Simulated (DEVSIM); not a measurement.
Device: abrupt Ge n-p junction, at 300 K.

```tsv
layer (left to right)	material	thickness (μm)	Nd (cm⁻³)	Na (cm⁻³)	τn (s)	τp (s)
1	Ge	18.0	7.3e17	-	1.4e-5	1.4e-5
2	Ge	9.50	-	1.9e14	1.4e-5	1.4e-5
```

Left contact: ohmic. Right contact: ohmic. Voltage is applied to the left contact. Recombination: SRH at mid-gap, Auger. Mobility is μmin + (μ − μmin)/(1 + (N/Nref)^α).

Constants are typed, rounded textbook-type inputs, not results; the design itself was drawn at random and stands for no fabricated device. Values at 300 K.

| parameter | Ge |
|---|---|
| gap (eV) | 0.664 |
| affinity (eV) | 4 |
| permittivity | 16 |
| Nc (cm⁻³) | 1.04e19 |
| Nv (cm⁻³) | 6e18 |
| μn (cm²/Vs) | 3900 |
| μp (cm²/Vs) | 1900 |
| μn,min | 150 |
| μp,min | 100 |
| Nref,n | 2.6e17 |
| Nref,p | 4e17 |
| αn | 0.56 |
| αp | 0.6 |
| Cn (cm⁶/s) | 1e-31 |
| Cp (cm⁶/s) | 1e-31 |

Model (solved in DEVSIM): 1D drift-diffusion, Boltzmann statistics, complete ionisation; no tunnelling, impact ionisation, image-force lowering or self-heating.

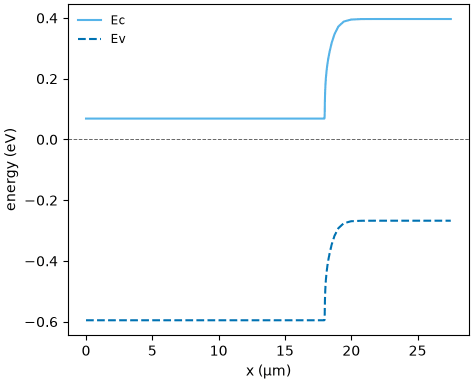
*Band edges at zero bias*

Energies count from the Fermi level of the right contact; mesh points crowd at the junctions.

```tsv
x (μm)	Ec (eV)	Ev (eV)	n (cm⁻³)	p (cm⁻³)	field (V/cm)
0.000	0.069	-0.595	7.3e17	6.0e8	≈ 0
0.03987	0.069	-0.595	7.3e17	6.0e8	≈ 0
0.1458	0.069	-0.595	7.3e17	6.0e8	≈ 0
0.4272	0.069	-0.595	7.3e17	6.0e8	≈ 0
1.636	0.069	-0.595	7.3e17	6.0e8	≈ 0
4.387	0.069	-0.595	7.3e17	6.0e8	≈ 0
11.24	0.069	-0.595	7.3e17	6.0e8	≈ 0
16.18	0.069	-0.595	7.3e17	6.0e8	≈ 0
17.33	0.069	-0.595	7.3e17	6.0e8	≈ 0
17.76	0.069	-0.595	7.3e17	6.0e8	≈ 0
17.93	0.069	-0.595	7.3e17	6.0e8	≈ 0
18.00	0.086	-0.578	3.7e17	1.2e9	29000
18.03	0.160	-0.504	2.1e16	2.1e10	12000
18.13	0.221	-0.443	2.0e15	2.2e11	4200
18.53	0.318	-0.346	4.7e13	9.4e12	1600
19.43	0.388	-0.276	3.1e12	1.4e14	230
22.00	0.396	-0.268	2.3e12	1.9e14	≈ 0
25.32	0.396	-0.268	2.3e12	1.9e14	≈ 0
26.92	0.396	-0.268	2.3e12	1.9e14	≈ 0
27.30	0.396	-0.268	2.3e12	1.9e14	≈ 0
27.44	0.396	-0.268	2.3e12	1.9e14	≈ 0
27.50	0.396	-0.268	2.3e12	1.9e14	≈ 0
```
